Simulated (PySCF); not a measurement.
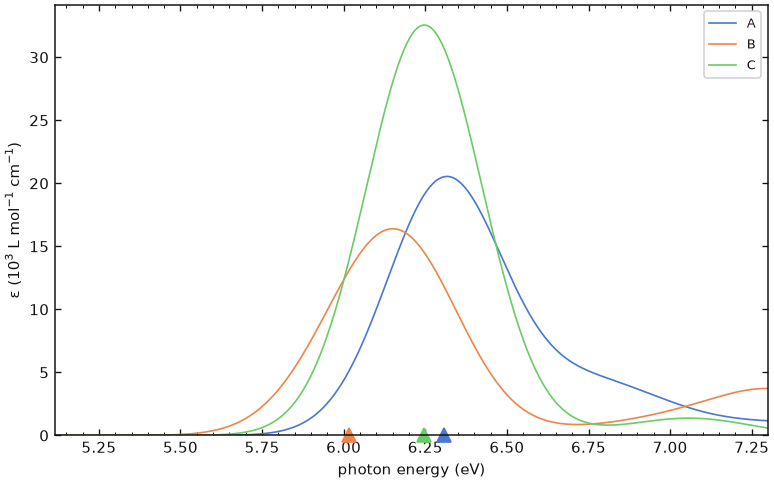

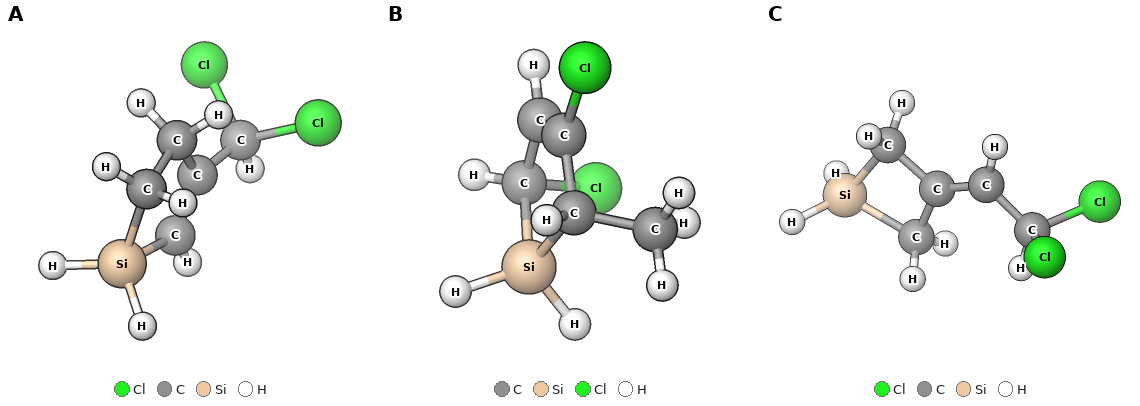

Related molecules: A is C₅H₈Cl₂Si, SMILES ClC(Cl)C1=C[SiH2]CC1; B is C₅H₈Cl₂Si, SMILES C[C@@H]1[SiH2][C@H](Cl)C=C1Cl; C is C₅H₈Cl₂Si, SMILES ClC(Cl)C=C1C[SiH2]C1. Vertical TDDFT absorption, ωB97X-D/def2-SVPD in PySCF, at a GFN2-xTB geometry (no frequency check); Gaussians of 1/e half-width 0.25 eV, triangles mark S1, and the range ends where the computed states of one molecule run out.

How does the lowest singlet move?

Answer. A: 6.31 eV (f = 0.309, mainly HOMO → LUMO (89 %)); B: 6.02 eV (f = 0.084, mixed, the largest part being HOMO → LUMO (48 %)); C: 6.25 eV (f = 0.502, mainly HOMO → LUMO (96 %)). From A to B it shifts 0.29 eV to the red. From A to C it shifts 0.06 eV to the red.

And the brightest state of each within the range drawn?

Answer. A: S1 at 6.31 eV, f = 0.31; B: S2 at 6.19 eV, f = 0.20; C: S1 at 6.25 eV, f = 0.50.

Caveats, for all or some of the runs: core orbitals are frozen in the response; one conformer of a flexible molecule; the tight-binding geometry is rougher than a DFT one and adds to the error.
